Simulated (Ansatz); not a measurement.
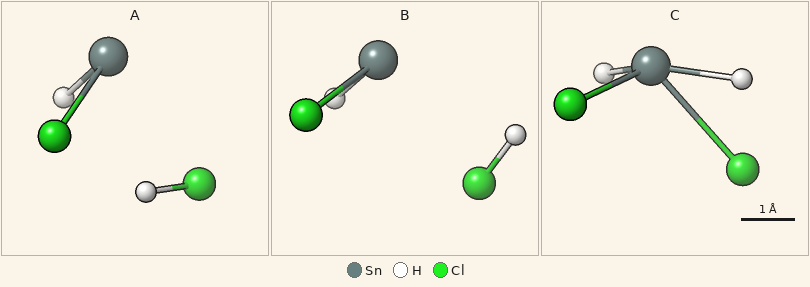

3 geometries from a converged minimum-energy path of SnH2Cl2, shuffled. The picture is a ball-and-stick view, seen at a tilt.

Level of theory: RKS B3LYP-D4/def2-SVP (Ansatz 0.2.0). Run with 7 movable images; climbing image; force threshold 0.03 eV/Å; iteration limit 53; starting path through a guess of the saddle point.

Which frame is the top of the path?

Answer. C. In order along the path, whose images run from 0 to 8: C (image 2, +171.4 kJ/mol), B (image 4, +72.6 kJ/mol), A (image 8, +49.8 kJ/mol). A hydrogen atom shifts from one atom to another. Breaking: H–Sn (1.71 → 2.83 Å). Forming: Cl–H (3.31 → 1.32 Å).

Cost: 11 min on 1 thread of Intel(R) Xeon(R) Processor @ 2.50GHz (Skylake/Cascade Lake), on a shared host, peak memory 0.17 GiB.
